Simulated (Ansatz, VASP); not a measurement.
**LiTlF2: VASP beside Ansatz**

Aim: how closely do two programs agree when they are given the same cell, functional and k mesh? The cell is invented: other elements were put on sites of a known structure type. It may not be a known or stable phase. The cell is taken from a series of VASP runs on this material, whose earlier steps may have relaxed, scaled or displaced it; both programs get it as it stands. Valence electrons are named where the data sets of a main pair hold unlike numbers.

Method: plane waves, with VASP 6.6.1 beside it; band structure at PBE, single point at PBE and band structure at PBE, spin-orbit coupling, in Ansatz 0.2.0.

## Step 1: The structure

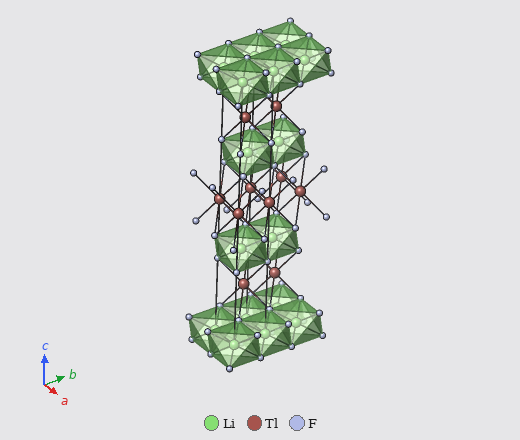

The starting structure, seen slightly off an axis (lithium green, thallium brown, fluorine light blue). 1×2×1 cells are drawn. This picture shows the conventional cell, with its axes. Some periodic images of atoms are drawn too.

## Step 2: Ansatz: band structure, PBE

Ansatz runs on its default PAW (the set named soft_2) files.

The same path points are solved in both programs, so levels can be compared one by one.

File input.yaml:

```yaml
crystal:
  lattice:
    - [1.6648498459, 0.9612015033, 6.0852503773]
    - [-1.6648498459, 0.9612015033, 6.0852503773]
    - [0.0, -1.9224030168, 6.0852503773]
  atoms:
    - { symbol: Li, position: [0.0, 0.0, 0.0] }
    - { symbol: Tl, position: [0.5, 0.5, 0.5] }
    - { symbol: F, position: [0.2743629591, 0.2743629591, 0.2743629591] }
    - { symbol: F, position: [0.7256370409, 0.7256370409, 0.7256370409] }
hamiltonian:
  xc: pbe
  pseudopotentials: { kind: paw }
kpoints:
  mp_grid: { grid: [8, 8, 8] }
  band_path:
    path:
      - [0.0, 0.0, 0.0]
      - [0.13333, 0.0, 0.0]
      - [0.3, 0.0, 0.0]
      - [0.46667, 0.0, 0.0]
      - [0.5, 0.03666, -0.03666]
      - [0.5, 0.09776, -0.09776]
      - [0.5, 0.13442, -0.13442]
      - [0.5, 0.15886, -0.15886]
      - [0.77447, 0.5, 0.22553]
      - [0.66891, 0.5, 0.33109]
      - [0.56334, 0.5, 0.43666]
      - [0.46667, 0.46667, 0.46667]
      - [0.3, 0.3, 0.3]
      - [0.13333, 0.13333, 0.13333]
      - [0.0, 0.0, 0.0]
      - [0.11388, 0.0, -0.11388]
      - [0.20499, 0.0, -0.20499]
      - [0.31887, 0.0, -0.31887]
      - [0.62668, 0.37332, 0.0]
      - [0.5739, 0.4261, 0.0]
      - [0.52111, 0.47889, 0.0]
      - [0.5, 0.5, 0.0]
      - [0.52111, 0.52111, 0.02444]
      - [0.5739, 0.5739, 0.08554]
      - [0.62668, 0.62668, 0.14664]
      - [0.64779, 0.64779, 0.20441]
      - [0.59501, 0.59501, 0.30998]
      - [0.54223, 0.54223, 0.41555]
      - [0.5, 0.0, 0.0]
      - [0.60557, 0.11388, 0.11388]
      - [0.71113, 0.22777, 0.22777]
      - [0.8167, 0.34165, 0.34165]
    npoints: 1
scf:
  occupations: { method: fermi_dirac, width: 0.05 }
  n_extra_bands: 8
output:
  forces: true
  stress: true
  eigenvalues: true
```

On the command line:

```bash
$ ansatz run input.yaml --threads 2 --pin off --max-ram 4608MiB --backend cpu --events-out ev --progress --plain --runs-dir out
```

Numbers of over 12 decimals in the logs are rounded to 6 here.

Output:

```text
basis.fft_grid_basis auto: the FFT boxes are laid along the combinations [[1, 0, -1], [0, 1, -1], [0, 0, 1]] of the cell's own vectors, 3.330, 3.330 and 6.382 Å long. The dense box has 24×24×45 points. Along the cell's own vectors, as sized, it would have 45×45×45, 3.52 times as many. Of the 12 symmetry operations that the crystal satisfies within crystal.symmetry.tolerance (time reversal apart; of a slab, those that [...]
scf.n_extra_bands = 8 over 15 filled bands (N_el = 30.0): the run solves 23 bands
Engine: ansatz 0.2.0, aarch64-unknown-linux-gnu
Pseudopotentials: kind: paw
Pseudopotential: Li, paw, valence charge 3, recommended cutoff 420 eV (normal), Li.paw.azcp
Pseudopotential: Tl, paw, valence charge 13, recommended cutoff 420 eV (normal), Tl.paw.azcp
Pseudopotential: F, paw, valence charge 7, recommended cutoff 420 eV (normal), F.paw.azcp
Functional definition: PBE
  parameter kappa = 0.804
  parameter beta = 0.066725
  exchange = pbe_x(kappa = kappa, mu = beta*pi^2/3)
  correlation = pbe_c(beta = beta)
Crystal: 4 atoms, lattice volume = 58.428 Å³
Basis set: ecut = 420 eV, 1179 PW (Γ), FFT grids on a1−a3, a2−a3, a3, exchange–correlation on 48×48×90 points (8 copies of the dense FFT grid, shifted against one another)
Bands: 23, of which v1, the nominal top of the filled ones, is band 15 counted from 1 (14 counted from 0)
Symmetry: 12 space group operations
Space group: R-3m (ITA 166), of the structure as read, at distance tolerance 3.9e-5 Å
k-points: 65 of 512
Non-local potential: Li, projectors of the file, l = 0: 3, l = 1: 2, l = 2: 1
Non-local potential: Tl, projectors of the file, l = 0: 2, l = 1: 2, l = 2: 2, l = 3: 1
Non-local potential: F, projectors of the file, l = 0: 2, l = 1: 2, l = 2: 1
PAW form: soft (Blöchl's): semilocal exchange-correlation on the pseudo side does not see the compensation charge
PAW one-centre angular grid: Li, 110 points (default); XC on 64 Gauss nodes
PAW one-centre angular grid: Tl, 590 points (default); XC on 64 Gauss nodes
PAW one-centre angular grid: F, 110 points (default); XC on 64 Gauss nodes
Initial density: superposition of atomic densities (neutral atoms: chi_scale 0, normalization atom), corrected by the library's trained network
Initial wavefunctions: pseudopotential atomic-orbital guess
Functional: x = pbe(κ = 0.804, μ = 0.219515), c = pbe(β = 0.066725)
SCF iter   1: F=—  HF=-13268.685677 eV  |F-HF|=—  |Δ(HF+E_count)|=         —  Δρ=1.80e-3  dr2=2.38e-3  ethr=1.77e-3  ⟨swp⟩=6.0  Hψ=7530  notcnv=0  defer=8
preconditioner: auto → none  [insulator: Δε(μ)=1.790 eV  Ē_g=18.069 eV  σ=0.050 eV  W_gap=1.00  n_scr=16 (ndim 8)  ℏωp=25.7 eV  f_vac=0.015  D(μ)=0.00/eV (n_scr^D=0)  ε∞_Penn≈3.0]
SCF iter   2: F=—  HF=-13268.684422 eV  |F-HF|=—  |Δ(HF+E_count)|=   1.26e-3  Δρ=1.66e-3  dr2=1.03e-3  ethr=7.92e-6  ⟨swp⟩=2.5  Hψ=2813  notcnv=0  defer=88
SCF iter   3: F=—  HF=-13268.684321 eV  |F-HF|=—  |Δ(HF+E_count)|=   1.01e-4  Δρ=6.29e-4  dr2=1.51e-4  ethr=3.42e-6  ⟨swp⟩=2.0  Hψ=2187  notcnv=0  defer=88
SCF iter   4: F=—  HF=-13268.684358 eV  |F-HF|=—  |Δ(HF+E_count)|=   3.62e-5  Δρ=2.28e-4  dr2=2.10e-5  ethr=5.04e-7  ⟨swp⟩=1.7  Hψ=1679  notcnv=0  defer=88
SCF iter   5: F=—  HF=-13268.684313 eV  |F-HF|=—  |Δ(HF+E_count)|=   4.42e-5  Δρ=4.84e-5  dr2=8.08e-7  ethr=7.00e-8  ⟨swp⟩=2.6  Hψ=2072  notcnv=0  defer=88
SCF iter   6: F=-13268.684314 eV  HF=-13268.684314 eV  |F-HF|=2.13e-8  |Δ(HF+E_count)|=   9.92e-7  Δρ=5.34e-6  dr2=1.11e-8  ethr=3.33e-10  ⟨swp⟩=7.5  Hψ=7099  notcnv=0
SCF 1 converged in 6 iterations: F = -13268.684314 eV  dr2 = 1.11e-8
  greatest PAW one-centre occupation: 1.000 electrons in one spin orbital (limit 2), on the Li atom at site 0 (counted from 0), in its partial waves of l = 0
NSCF: frozen V_eff on 32 k-points
SCF converged after 6 iterations
Free energy (F): -13268.684314 eV
Harris-Foulkes:  -13268.684314 eV  (|F-HF|=2.13e-8)
Internal energy: -13268.684314 eV  (E = F + TS)
E sigma→0 (E₀):  -13268.684314 eV
Fermi energy:    5.583744 eV
--- Per-component energies (eV) ---
  E_band       = -155.885354
  E_kinetic    = 767.102404
  E_local      = -2122.039439  (includes V_loc(G=0)·N_el)
  E_nonlocal   = 431.448066
  E_hartree    = 772.128765
  E_xc         = -402.676625
  E_vxc        = -362.217097  (∫ρ·V_xc dr)
  E_paw        = -10584.133500  (= ΣΔE_a)
  E_vpaw       = -414.441893  (= ΣTr[D̂ρ^β])
  E_aug_tail   = 0.004139  (compensation charges beyond the density's cutoff)
  E_ewald      = -2130.518125
  E_smearing   = -0.000000  (= −TS)
  E_closure    = 0.000000  (closes the sum)
  Σ components = -13268.684314   (vs F -13268.684314, Δ=0.00e0)
--- Forces (eV/Å), atoms counted from 1 ---
  atom   1  Li    -0.00000000     0.00000000     0.00000000
  atom   2  Tl    -0.00000000     0.00000000    -0.00000000
  atom   3  F      0.00000000     0.00000000    -0.00126462
  atom   4  F      0.00000000    -0.00000000     0.00126462
  max |Σ_I F_I| component: 4.34e-19 eV/Å
--- Stress (GPa, compression-positive) ---
        0.399089       0.000000       0.000000
        0.000000       0.399089      -0.000000
        0.000000      -0.000000       0.401125
  P = ⅓ Tr σ = 0.3998 GPa (3.998 kbar)
--- Band table (eV; the first three rows and the last of 65) ---
  k-point 0: bands = [... 11 lower, 2.9393, 3.0091, 3.0544, 3.0544, 9.1230, 13.1606, 16.9920, 16.9920, ... 4 higher]
  k-point 1: bands = [... 11 lower, 2.8664, 2.9950, 3.0543, 3.4936, 9.4598, 13.4241, 14.7955, 16.3888, ... 4 higher]
  k-point 2: bands = [... 11 lower, 2.7319, 2.9983, 3.0118, 3.8969, 10.2755, 11.2969, 14.1561, 15.0978, ... 4 higher]
  k-point 64: bands = [... 11 lower, 2.8673, 3.1255, 3.1255, 4.1703, 8.3202, 14.1268, 16.2121, 17.3100, ... 4 higher]
```

Run time: 2.4 s. Hardware: 2 threads of Arm Neoverse V2, shared host; peak memory 0.54 GiB.

Reading the cycles: dr2 is the Hartree energy of the density residual (eV), the measure of convergence; HF is the Harris–Foulkes estimate of the energy, which meets the free energy F at convergence.

## Step 3: VASP: band structure, PBE

The same cell, functional, mesh and smearing now go to VASP, with its own data sets.

Lines of VASP's logs that name or quote its potential files are left out, and so is its time.

File INCAR:

```
SYSTEM = LiTlF2
PREC = Accurate
ENCUT = 650
EDIFF = 1E-06
NELM = 100
ISMEAR = -1
SIGMA = 0.05
LREAL = .FALSE.
ALGO = Normal
GGA = PE
NBANDS = 29
LORBIT = 11
LWAVE = .FALSE.
LCHARG = .FALSE.
KPAR = 2
```

File POSCAR:

```
LiTlF2
1.0
    1.6648498459      0.9612015033      6.0852503773
   -1.6648498459      0.9612015033      6.0852503773
    0.0000000000     -1.9224030168      6.0852503773
Li Tl F
1 1 2
Direct
    0.0000000000      0.0000000000      0.0000000000
    0.5000000000      0.5000000000      0.5000000000
    0.2743629591      0.2743629591      0.2743629591
    0.7256370409      0.7256370409      0.7256370409
```

File KPOINTS:

```
Automatic mesh
0
Gamma
8 8 8
0 0 0
```

File KPOINTS_OPT:

```
Line mode
16
Line-mode
Reciprocal
  0.00000000   0.00000000   0.00000000 GAMMA
  0.50000000   0.00000000   0.00000000 L

  0.50000000   0.00000000   0.00000000 L
  0.50000000   0.18330005  -0.18330005 B1

  0.81669995   0.50000000   0.18330005 B
  0.50000000   0.50000000   0.50000000 Z

  0.50000000   0.50000000   0.50000000 Z
  0.00000000   0.00000000   0.00000000 GAMMA

  0.00000000   0.00000000   0.00000000 GAMMA
  0.34165003   0.00000000  -0.34165003 X

  0.65834997   0.34165003   0.00000000 Q
  0.50000000   0.50000000   0.00000000 F

  0.50000000   0.50000000   0.00000000 F
  0.65834997   0.65834997   0.18330005 P1

  0.65834997   0.65834997   0.18330005 P1
  0.50000000   0.50000000   0.50000000 Z

  0.50000000   0.00000000   0.00000000 L
  0.81669995   0.34165003   0.34165003 P
```

PAW data sets: Li_sv, Tl_d and F (PBE family, release 64).

On the command line:

```bash
$ mpirun -np 2 vasp_std
```

Output:

```text
[banner, memory and clock lines left out]
running    2 mpi-ranks, on    1 nodes
 distrk:  each k-point on    1 cores,    2 groups
 distr:  one band on    1 cores,    1 groups

 POSCAR found type information on POSCAR LiTlF
 POSCAR found :  3 types and       4 ions
 LDA part: xc-table for (Slater+PW92), standard interpolation
 POSCAR, INCAR and KPOINTS ok, starting setup
 FFT: planning ... GRIDC
 FFT: planning ... GRID_SOFT
 FFT: planning ... GRID
 WAVECAR not read
 entering main loop
       N       E                     dE             d eps       ncg     rms          rms(c)
DAV:   1     0.205603403536E+03    0.20560E+03   -0.17193E+04  3770   0.121E+03
DAV:   2    -0.846385014243E+01   -0.21407E+03   -0.20490E+03  4376   0.300E+02
DAV:   3    -0.185930306896E+02   -0.10129E+02   -0.10034E+02  4890   0.576E+01
DAV:   4    -0.189771988958E+02   -0.38417E+00   -0.38360E+00  5288   0.897E+00
DAV:   5    -0.189798186986E+02   -0.26198E-02   -0.26196E-02  4616   0.775E-01    0.804E+00
DAV:   6    -0.166943661361E+02    0.22855E+01   -0.57561E+00  4188   0.190E+01    0.392E+00
DAV:   7    -0.165705070782E+02    0.12386E+00   -0.39058E-01  4567   0.365E+00    0.235E+00
DAV:   8    -0.164769029990E+02    0.93604E-01   -0.23056E-01  4426   0.299E+00    0.479E-01
DAV:   9    -0.164778504019E+02   -0.94740E-03   -0.21870E-02  4470   0.694E-01    0.255E-01
DAV:  10    -0.164781150949E+02   -0.26469E-03   -0.27307E-03  4348   0.305E-01    0.558E-02
DAV:  11    -0.164780831801E+02    0.31915E-04   -0.52270E-04  4468   0.122E-01    0.268E-02
DAV:  12    -0.164781110758E+02   -0.27896E-04   -0.74537E-05  4289   0.398E-02    0.108E-02
DAV:  13    -0.164781063062E+02    0.47696E-05   -0.24185E-05  4540   0.240E-02    0.359E-03
DAV:  14    -0.164781064483E+02   -0.14210E-06   -0.18594E-06  3774   0.714E-03
   1 F= -.16478106E+02 E0= -.16478106E+02  d E =-.137664E-08
 Start KPOINTS_OPT (optional k-point list driver)
k-point batch [1-65\144]
       N       E                     dE             ncg
DAV:   1    -0.143733757317E+04   -0.47567E+05     3770
DAV:   2    -0.150857012637E+05   -0.13648E+05     4297
DAV:   3    -0.157501968974E+05   -0.66450E+03     5016
DAV:   4    -0.157786622319E+05   -0.28465E+02     5360
DAV:   5    -0.157788814805E+05   -0.21925E+00     4635
DAV:   6    -0.157788857715E+05   -0.42910E-02     4775
DAV:   7    -0.157788858819E+05   -0.11040E-03     4474
DAV:   8    -0.157788858850E+05   -0.30977E-05     3629
DAV:   9    -0.157788858851E+05   -0.16035E-06     2819
[...]
k-point batch [131-144\144]
       N       E                     dE             ncg
DAV:   1     0.559081143715E+05   -0.18172E+05      812
DAV:   2     0.530909559083E+05   -0.28172E+04      956
DAV:   3     0.529546647129E+05   -0.13629E+03     1059
DAV:   4     0.529495576289E+05   -0.51071E+01     1099
DAV:   5     0.529494995973E+05   -0.58032E-01     1007
DAV:   6     0.529494980934E+05   -0.15039E-02      939
DAV:   7     0.529494980564E+05   -0.36942E-04      972
DAV:   8     0.529494980556E+05   -0.81745E-06      667
```

From OUTCAR (step 3):

```text
ion  position               nearest neighbor table
   1  0.000  0.000  0.000-   4 2.20   4 2.20   3 2.20   3 2.20   4 2.20   3 2.20
   2  0.500  0.500  0.500-   3 2.75   3 2.75   4 2.75   4 2.75   3 2.75   4 2.75
   3  0.274  0.274  0.274-   1 2.20   1 2.20   1 2.20   2 2.75   2 2.75   2 2.75
   4  0.726  0.726  0.726-   1 2.20   1 2.20   1 2.20   2 2.75   2 2.75   2 2.75

  LATTYP: Found a trigonal (rhomboedric) cell.
 ALAT       =     6.3816851610
 COS(alpha) =     0.8638839346

 Subroutine GETGRP returns: Found 12 space group operations
 (whereof 12 operations were pure point group operations)

The static configuration has the point symmetry D_3d.

 Found     65 irreducible k-points:

   k-points           NKPTS =     65   k-points in BZ     NKDIM =     65   number of bands    NBANDS=     29

   dimension x,y,z NGX =    54 NGY =   54 NGZ =   54
   dimension x,y,z NGXF=   108 NGYF=  108 NGZF=  108

   ENCUT  =  650.0 eV  47.77 Ry    6.91 a.u.  13.27 13.27 13.27*2*pi/ulx,y,z

   NELECT =      30.0000    total number of electrons

 k-points in reciprocal lattice and weights: Automatic mesh
   0.00000000  0.00000000  0.00000000       0.002
   0.12500000  0.00000000  0.00000000       0.012
   0.25000000  0.00000000  0.00000000       0.012
   0.37500000  0.00000000  0.00000000       0.012
   0.50000000  0.00000000  0.00000000       0.006
   0.12500000  0.12500000  0.00000000       0.012
   0.25000000  0.12500000  0.00000000       0.023
   0.37500000  0.12500000 -0.00000000       0.023
   0.50000000  0.12500000  0.00000000       0.023
[...]
-0.37500000  0.50000000  0.37500000       0.012
   0.50000000  0.50000000  0.50000000       0.002

 average (electrostatic) potential at core
       1 -60.2982       2 -85.9036       3 -75.2418       4 -75.2418

 E-fermi :   2.6911

 k-point     1 :       0.0000    0.0000    0.0000
  band No.  band energies     occupation
    ...
     11       0.0587      2.00000
     12       0.0587      2.00000
     13       0.1236      2.00000
     14       0.1741      2.00000
     15       0.1741      2.00000
     16       6.2338      0.00000
     17      10.2801      0.00000
     18      14.1041      0.00000
     19      14.1041      0.00000
     20      14.6023      0.00000
    ...

 k-point     2 :       0.1250    0.0000    0.0000
  band No.  band energies     occupation
    ...
     11      -0.3290      2.00000
     12      -0.0145      2.00000
     13       0.1142      2.00000
     14       0.1737      2.00000
     15       0.6098      2.00000
     16       6.5710      0.00000
     17      10.5428      0.00000
     18      11.9074      0.00000
     19      13.5024      0.00000
     20      14.6904      0.00000
    ...

 k-point     3 :       0.2500    0.0000    0.0000
  band No.  band energies     occupation
    ...
     11      -0.7652      2.00000
     12      -0.1495      2.00000
     13       0.1171      2.00000
     14       0.1310      2.00000
     15       1.0117      2.00000
     16       7.3876      0.00000
     17       8.4057      0.00000
     18      11.2731      0.00000
     19      12.2112      0.00000
     20      14.0252      0.00000
    ...

  Total        0.0069192      0.0069192      0.0039403      0.0000000     -0.0000000      0.0000000
  in kB        0.1897359      0.1897359      0.1080501      0.0000000     -0.0000000      0.0000000
  external PRESSURE =       0.1625073 kB  Pullay stress =       0.0000000 kB

  energy-cutoff  :      650.00
  volume of cell :       58.43
      direct lattice vectors                 reciprocal lattice vectors
     1.664849846  0.961201503  6.085250377     0.300327385  0.173394096  0.054777259
    -1.664849846  0.961201503  6.085250377    -0.300327385  0.173394096  0.054777259
     0.000000000 -1.922403017  6.085250377     0.000000000 -0.346788193  0.054777258

 POSITION                                       TOTAL-FORCE (eV/Angst)
 -----------------------------------------------------------------------------------
      0.00000      0.00000      0.00000         0.000000      0.000000      0.000000
      0.00000     -0.00000      9.12788         0.000000      0.000000      0.000000
      0.00000     -0.00000      5.00870         0.000000     -0.000000      0.001150
      0.00000     -0.00000     13.24705         0.000000      0.000000     -0.001150
 -----------------------------------------------------------------------------------
    total drift:                               -0.000000     -0.000000      0.000000

  FREE ENERGIE OF THE ION-ELECTRON SYSTEM (eV)
  ---------------------------------------------------
  free  energy   TOTEN  =       -16.4781064483 eV

  energy  without entropy=      -16.4781064469  energy(sigma->0) =      -16.47810645

 total charge
# of ion       s       p       d       tot
------------------------------------------
    1        2.003   0.027   0.000   2.030
    2        1.281   0.176   9.685  11.142
    3        1.732   4.329   0.000   6.061
    4        1.732   4.329   0.000   6.061
--------------------------------------------------
tot          6.747   8.861   9.685  25.294

[... 3 further parts left out ...]
```

Spin-orbit coupling is off here; with elements this heavy it splits and shifts levels by tenths of an eV or more.

## Step 4: Differences

Known differences besides the potentials themselves: the cutoff is 420 eV in Ansatz and 650 eV in VASP; VASP leaves aspherical gradient terms in its spheres out (LASPH is not set), Ansatz keeps them. Total energies have different zeros and are not compared.

The two programs side by side:

```csv
quantity,Ansatz,VASP,difference
pressure (GPa),0.40,0.02,+0.38
pressure without Ansatz's Pulay correction (GPa),-0.02,0.02,-0.04
gap over the path points (eV),1.763,1.767,-0.004
```

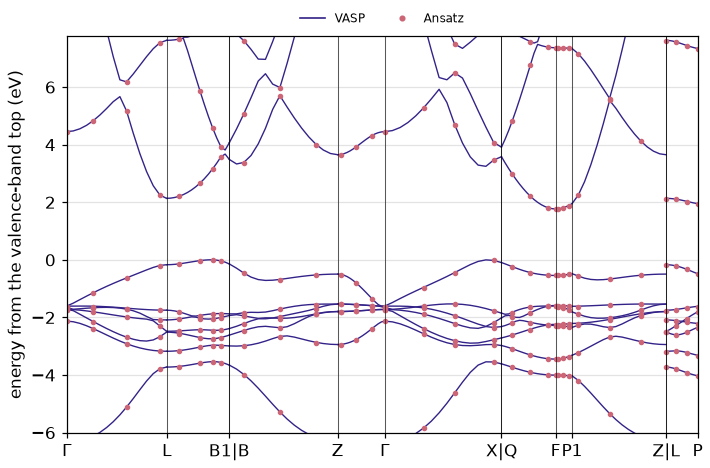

Bands from VASP (lines) and levels from Ansatz (dots). Dots without a line are higher empty bands that the VASP plot leaves out.

Levels at points of the path, from each program's valence-band top (eV; 4 filled, then empty):

```csv
k (reciprocal lattice),Ansatz,VASP
0.000 0.000 0.000,-1.74 -1.67 -1.62 -1.62 4.45 8.48 12.32,-1.72 -1.66 -1.61 -1.61 4.45 8.50 12.32
0.133 0.000 0.000,-1.82 -1.68 -1.62 -1.15 4.83 8.78 9.89,-1.81 -1.67 -1.61 -1.14 4.83 8.79 9.89
0.300 0.000 0.000,-2.00 -1.73 -1.69 -0.64 5.17 6.17 9.83,-1.98 -1.71 -1.68 -0.63 5.17 6.18 9.84
0.467 0.000 0.000,-2.31 -2.10 -1.76 -0.20 2.24 7.53 8.96,-2.30 -2.08 -1.75 -0.20 2.25 7.54 8.97
0.500 0.037 -0.037,-2.48 -2.06 -1.82 -0.14 2.20 7.66 8.15,-2.47 -2.05 -1.81 -0.14 2.21 7.67 8.16
0.500 0.098 -0.098,-2.44 -2.04 -1.94 -0.03 2.66 5.85 7.87,-2.43 -2.03 -1.93 -0.03 2.67 5.86 7.88
0.500 0.134 -0.134,-2.46 -2.06 -1.89 0.00 3.15 4.58 8.00,-2.45 -2.05 -1.88 0.00 3.16 4.59 8.01
0.500 0.159 -0.159,-2.45 -2.01 -1.88 -0.04 3.57 3.92 8.03,-2.44 -2.00 -1.87 -0.04 3.58 3.92 8.04
0.774 0.500 0.226,-2.23 -1.96 -1.85 -0.46 3.38 5.06 7.61,-2.21 -1.95 -1.84 -0.46 3.38 5.07 7.61
0.669 0.500 0.331,-2.04 -1.98 -1.72 -0.69 5.69 5.98 8.26,-2.03 -1.97 -1.71 -0.68 5.70 5.99 8.26
```

At this near-relaxed geometry the largest component of a force difference is 2 meV/Å. Among the levels compared at these points, filled levels agree within 13 meV and empty ones within 13 meV. Ansatz's pressure holds a Pulay correction of 0.42 GPa; VASP's holds none.

(Continued in part 2 of 2.)

[Lines on the potential files, build, host, timing and source positions are cut from VASP's logs without a mark.]

[Logs are printed without paths, hosts, clocks, repeated set-up lines and the standing remarks that a program may print on its own settings, such as how far it seeks lower states.]

[Hosts, paths, dates, database ids (printed as entryN), source tags and the programs' standing remarks are cut or masked in the printed files.]
